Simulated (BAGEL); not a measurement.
# C4H12Ge (tetramethylgermane): RI-MP2/6-31G(d) (density fitting with cc-pvqz-jkfit, spherical functions)

Aim: the energy change on altering one bond length of C4H12Ge (tetramethylgermane) at RI-MP2/6-31G* (density fitting with cc-pvqz-jkfit, spherical functions), from 2 runs. 

The results are computed with BAGEL 1.2.2.

### Step 1. The system as given

C4H12Ge: 17 atoms, total charge 0, spin state singlet. As SMILES, `[CH3][Ge]([CH3])([CH3])[CH3]`. Geometry: relaxed at PBE0-D4/def2-TZVP.

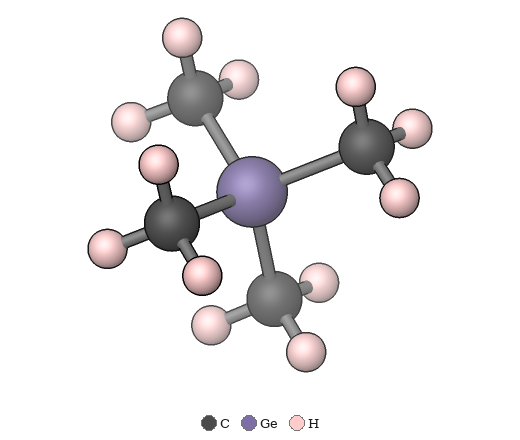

The structure, seen from a chosen angle (carbon dark grey, germanium purple, hydrogen pink).

### Step 2. The energy at RI-MP2/6-31G(d) (density fitting with cc-pvqz-jkfit, spherical functions)

Input file input.json:

```json
{ "bagel": [

{
  "title": "molecule",
  "basis": "6-31gs.json",
  "df_basis": "cc-pvqz-jkfit",
  "angstrom": true,
  "geometry": [
    { "atom": "C", "xyz": [      -0.367480,       0.718160,      -1.784830 ] },
    { "atom": "Ge", "xyz": [      -0.000050,       0.000060,       0.000040 ] },
    { "atom": "C", "xyz": [       1.899890,       0.229070,       0.417460 ] },
    { "atom": "C", "xyz": [      -0.452680,      -1.905120,       0.043200 ] },
    { "atom": "C", "xyz": [      -1.079730,       0.957890,       1.324170 ] },
    { "atom": "H", "xyz": [      -0.121990,       1.781080,      -1.830470 ] },
    { "atom": "H", "xyz": [       0.225690,       0.197440,      -2.539250 ] },
    { "atom": "H", "xyz": [      -1.422960,       0.599720,      -2.037950 ] },
    { "atom": "H", "xyz": [       2.126410,      -0.165000,       1.410210 ] },
    { "atom": "H", "xyz": [       2.173880,       1.285800,       0.398230 ] },
    { "atom": "H", "xyz": [       2.520450,      -0.298470,      -0.309700 ] },
    { "atom": "H", "xyz": [      -0.254160,      -2.325970,       1.030950 ] },
    { "atom": "H", "xyz": [       0.138530,      -2.458280,      -0.689380 ] },
    { "atom": "H", "xyz": [      -1.509500,      -2.055290,      -0.186490 ] },
    { "atom": "H", "xyz": [      -2.144060,       0.843090,       1.109260 ] },
    { "atom": "H", "xyz": [      -0.889920,       0.572200,       2.327840 ] },
    { "atom": "H", "xyz": [      -0.842310,       2.023590,       1.316720 ] }
  ]
},

{
  "title": "hf"
},

{
  "title": "mp2",
  "ncore": 13
}

]}
```

The basis set 6-31G* is read from a file made from the Basis Set Exchange's data (not shown).

Launch:

```console
BAGEL_NUM_THREADS=1 BAGEL input.json > input.out
```

Output:

```text
* using 1 threads per process

  ===============================================================
  ===============================================================

  *** Geometry ***

  { "atom" : "C", "xyz" : [     -0.694437,      1.357126,     -3.372840 ] },
  { "atom" : "Ge", "xyz" : [     -0.000094,      0.000113,      0.000076 ] },
  { "atom" : "C", "xyz" : [      3.590272,      0.432880,      0.788885 ] },
  { "atom" : "C", "xyz" : [     -0.855441,     -3.600155,      0.081636 ] },
  { "atom" : "C", "xyz" : [     -2.040394,      1.810150,      2.502319 ] },
  { "atom" : "H", "xyz" : [     -0.230528,      3.365753,     -3.459087 ] },
  { "atom" : "H", "xyz" : [      0.426492,      0.373108,     -4.798487 ] },
  { "atom" : "H", "xyz" : [     -2.689005,      1.133307,     -3.851167 ] },
  { "atom" : "H", "xyz" : [      4.018333,     -0.311805,      2.664911 ] },
  { "atom" : "H", "xyz" : [      4.108038,      2.429810,      0.752546 ] },
  { "atom" : "H", "xyz" : [      4.762960,     -0.564027,     -0.585248 ] },
  { "atom" : "H", "xyz" : [     -0.480293,     -4.395446,      1.948213 ] },
  { "atom" : "H", "xyz" : [      0.261784,     -4.645476,     -1.302739 ] },
  { "atom" : "H", "xyz" : [     -2.852542,     -3.883935,     -0.352415 ] },
  { "atom" : "H", "xyz" : [     -4.051686,      1.593209,      2.096198 ] },
  { "atom" : "H", "xyz" : [     -1.681705,      1.081301,      4.398980 ] },
  { "atom" : "H", "xyz" : [     -1.591735,      3.824031,      2.488240 ] },

  Number of auxiliary basis functions:     1254

  Since a DF basis is specified, we compute 2- and 3-index integrals:
    o Being stored without compression. Storage requirement is 0.126 GB

  Number of basis functions:      112
  Number of electrons      :       68

    * METHOD: MOLECULE                             2.33

  *** RHF ***

  === Nuclear Repulsion ===
   399.9948984814

      * DIIS with orbital gradients will be used.

  === RHF iteration (6-31gs.json) ===
      0      -2233.37043757          0.01241810           0.70
      1      -2233.52513882          0.00443343           0.72
      2      -2233.54649662          0.00111677           0.72
      3      -2233.54805298          0.00027822           0.72
      4      -2233.54809822          0.00004052           0.72
      5      -2233.54810137          0.00000525           0.70
      6      -2233.54810141          0.00000103           0.70
      7      -2233.54810141          0.00000024           0.69
      8      -2233.54810141          0.00000004           0.65
      9      -2233.54810141          0.00000001           0.72
    * SCF iteration converged.

    * Permanent dipole moment:
           (    0.000101,    -0.000139,    -0.000089) a.u.

    * METHOD: HF                                   8.24

  *** RHF ***

  === Nuclear Repulsion ===
   399.9948984814

      * DIIS with orbital gradients will be used.

  === RHF iteration (6-31gs.json) ===
      0      -2233.54810141          0.00000000           0.72
    * SCF iteration converged.

    * Permanent dipole moment:
           (    0.000101,    -0.000139,    -0.000089) a.u.

  === DF-MP2 calculation ===

    * freezing 13 orbitals
    * 3-index integral transformation done
    * assembly done

      MP2 correlation energy:   -0.7778995474      0.50

      MP2 total energy:       -2234.3260009602

    * METHOD: MP2                                  1.98

  ===============================================================
```

Wall time 13 s (1 thread of Arm Neoverse V2, shared host); peak memory 0.44 GiB.

### Step 3. The distorted shape

Input file input.json:

```json
{ "bagel": [

{
  "title": "molecule",
  "basis": "6-31gs.json",
  "df_basis": "cc-pvqz-jkfit",
  "angstrom": "true",
  "geometry": [
    { "atom": "C", "xyz": [    0.478011,    0.838301,   -1.601070 ] },
    { "atom": "Ge", "xyz": [    0.845441,    0.120201,    0.183800 ] },
    { "atom": "C", "xyz": [    2.745381,    0.349211,    0.601220 ] },
    { "atom": "C", "xyz": [    0.392811,   -1.784979,    0.226960 ] },
    { "atom": "C", "xyz": [   -0.234239,    1.078031,    1.507930 ] },
    { "atom": "H", "xyz": [    0.723501,    1.901221,   -1.646710 ] },
    { "atom": "H", "xyz": [    1.071181,    0.317581,   -2.355490 ] },
    { "atom": "H", "xyz": [   -0.577469,    0.719861,   -1.854190 ] },
    { "atom": "H", "xyz": [    2.971901,   -0.044859,    1.593970 ] },
    { "atom": "H", "xyz": [    3.019371,    1.405941,    0.581990 ] },
    { "atom": "H", "xyz": [    3.365941,   -0.178329,   -0.125940 ] },
    { "atom": "H", "xyz": [    0.591331,   -2.205829,    1.214710 ] },
    { "atom": "H", "xyz": [    0.984021,   -2.338139,   -0.505620 ] },
    { "atom": "H", "xyz": [   -1.509500,   -2.055290,   -0.186490 ] },
    { "atom": "H", "xyz": [   -1.298569,    0.963231,    1.293020 ] },
    { "atom": "H", "xyz": [   -0.044429,    0.692341,    2.511600 ] },
    { "atom": "H", "xyz": [    0.003181,    2.143731,    1.500480 ] }
  ]
},
{
  "title": "hf"
},
{
  "title": "mp2",
  "ncore": 13
}

]}
```

The basis set 6-31G* is read from a file made from the Basis Set Exchange's data (not shown).

Launch:

```console
BAGEL_NUM_THREADS=1 BAGEL input.json > input.out
```

Output:

```text
* using 1 threads per process

  ===============================================================
  ===============================================================

  *** Geometry ***

  { "atom" : "C", "xyz" : [      0.903310,      1.584159,     -3.025584 ] },
  { "atom" : "Ge", "xyz" : [      1.597652,      0.227147,      0.347332 ] },
  { "atom" : "C", "xyz" : [      5.188018,      0.659913,      1.136141 ] },
  { "atom" : "C", "xyz" : [      0.742305,     -3.373121,      0.428892 ] },
  { "atom" : "C", "xyz" : [     -0.442648,      2.037183,      2.849575 ] },
  { "atom" : "H", "xyz" : [      1.367219,      3.592787,     -3.111831 ] },
  { "atom" : "H", "xyz" : [      2.024239,      0.600141,     -4.451231 ] },
  { "atom" : "H", "xyz" : [     -1.091258,      1.360340,     -3.503911 ] },
  { "atom" : "H", "xyz" : [      5.616079,     -0.084771,      3.012167 ] },
  { "atom" : "H", "xyz" : [      5.705784,      2.656843,      1.099802 ] },
  { "atom" : "H", "xyz" : [      6.360707,     -0.336993,     -0.237992 ] },
  { "atom" : "H", "xyz" : [      1.117454,     -4.168413,      2.295469 ] },
  { "atom" : "H", "xyz" : [      1.859530,     -4.418442,     -0.955483 ] },
  { "atom" : "H", "xyz" : [     -2.852542,     -3.883935,     -0.352415 ] },
  { "atom" : "H", "xyz" : [     -2.453940,      1.820243,      2.443454 ] },
  { "atom" : "H", "xyz" : [     -0.083959,      1.308335,      4.746236 ] },
  { "atom" : "H", "xyz" : [      0.006011,      4.051064,      2.835496 ] },

  Number of auxiliary basis functions:     1254

  Since a DF basis is specified, we compute 2- and 3-index integrals:
    o Being stored without compression. Storage requirement is 0.126 GB

  Number of basis functions:      112
  Number of electrons      :       68

    * METHOD: MOLECULE                             2.46

  *** RHF ***

  === Nuclear Repulsion ===
   396.7190768025

      * DIIS with orbital gradients will be used.

  === RHF iteration (6-31gs.json) ===
      0      -2233.21154478          0.01263368           0.70
      1      -2233.37383987          0.00517439           0.71
      2      -2233.40357270          0.00133556           0.73
      3      -2233.40609201          0.00038398           0.73
      4      -2233.40627322          0.00007706           0.74
      5      -2233.40629190          0.00001767           0.70
      6      -2233.40629302          0.00000489           0.72
      7      -2233.40629308          0.00000195           0.73
      8      -2233.40629309          0.00000036           0.73
      9      -2233.40629309          0.00000012           0.70
     10      -2233.40629309          0.00000004           0.67
     11      -2233.40629309          0.00000001           0.71
     12      -2233.40629309          0.00000001           0.71
    * SCF iteration converged.

    * Permanent dipole moment:
           (   -0.594963,    -0.163788,    -0.123350) a.u.

    * METHOD: HF                                  10.43

  *** RHF ***

  === Nuclear Repulsion ===
   396.7190768025

      * DIIS with orbital gradients will be used.

  === RHF iteration (6-31gs.json) ===
      0      -2233.40629309          0.00000000           0.73
    * SCF iteration converged.

    * Permanent dipole moment:
           (   -0.594963,    -0.163788,    -0.123350) a.u.

  === DF-MP2 calculation ===

    * freezing 13 orbitals
    * 3-index integral transformation done
    * assembly done

      MP2 correlation energy:   -0.7898262503      0.50

      MP2 total energy:       -2234.1961193384

    * METHOD: MP2                                  2.02

  ===============================================================
```

It took 15 s on 1 thread of Arm Neoverse V2, shared host; peak memory 0.44 GiB.

### Step 4. Outcome

At RI-MP2/6-31G* (density fitting with cc-pvqz-jkfit, spherical functions), 13 core orbitals frozen:

| quantity | value |
| --- | --- |
| first shape: total energy | -2234.32600 Eh |
| first shape: correlation energy (13 core orbitals frozen) | -777.9 mEh |
| distorted shape: total energy | -2234.19612 Eh |
| distorted shape: correlation energy (13 core orbitals frozen) | -789.8 mEh |
| energy change with the C4–H14 bond stretched from 1.092 to 1.965 Å | 3.534 eV |

In words: One bond (distorted shape) is far stretched, which a spin-restricted single reference describes badly; perturbation theory on it can break down and give far too much correlation. With the C4–H14 bond stretched from 1.092 to 1.965 Å the energy rises by 3.53 eV (341 kJ/mol). The first shape isn't relaxed at this level, so the change isn't measured from a minimum. A restricted reference can't describe the breaking bond well at this length.
